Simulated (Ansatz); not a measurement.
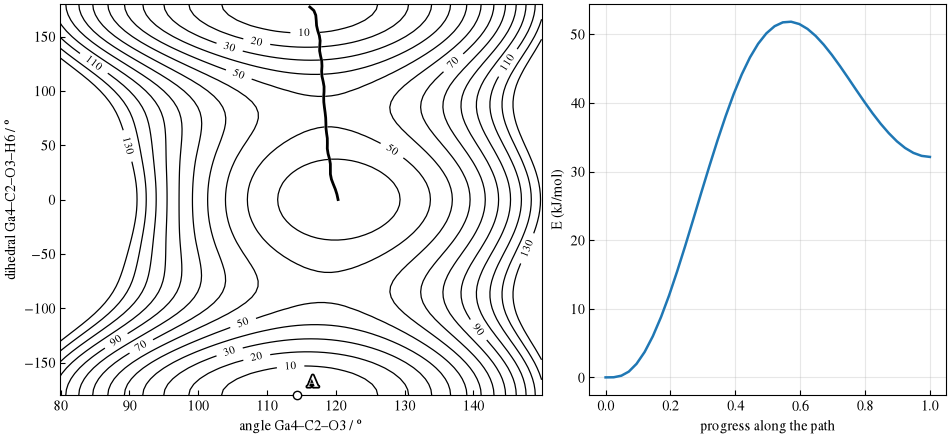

CH4GaNO, SMILES N=[C](O)[GaH2]. Coordinates scanned: (1) angle Ga4–C2–O3; (2) dihedral Ga4–C2–O3–H6. Nothing is relaxed (all other coordinates rigid). Grid: 15 × 15 points. Points are written as (first, second). Energies: kJ/mol, counted from the lowest grid point. Theory: RHF/def2-TZVP in Ansatz.

In the figure: contour lines labelled in kJ/mol (none above 130), a line along the lowest path, the energy along the path at the right, the start A. Between grid points the surface is interpolated.

**Describe the path and its barrier.**

The easiest path leads from the well at (114.9°, −180°) to the well at about (120°, 0°), about 32 kJ/mol higher. Its highest point lies about 52 kJ/mol above the bottom of the first well on the interpolated surface, at about (118°, 80°). Seen from the upper well the barrier is about 20 kJ/mol. The start is the relaxed structure and all else is held, so a fully relaxed path at this level can only be lower.
